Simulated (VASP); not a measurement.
Band structure of MgSe (relaxed from the rock salt structure, space group Fm-3m). Level of theory: r2SCAN meta-GGA, VASP's PBE PAW potentials (set 64) (plane waves; VASP).

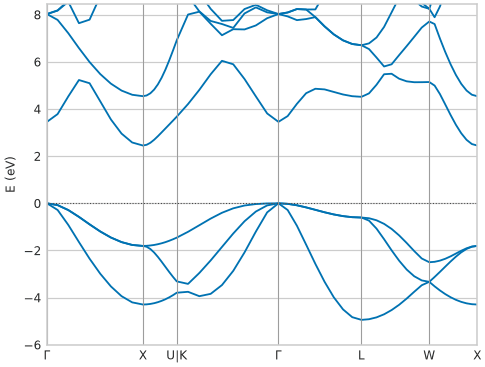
*Bands along high-symmetry lines, zero at the valence-band maximum or, without a gap, the Fermi level*

Task: Read the plot: is there a gap, and where are the band edges?

Result: The gap is indirect, 2.45 eV, from the valence maximum at Γ to the conduction minimum at X.

The structure was generated: MgSe was put into the rock salt type (Fm-3m), which need not be its known phase. It was relaxed first, which changed the volume by -9 %.
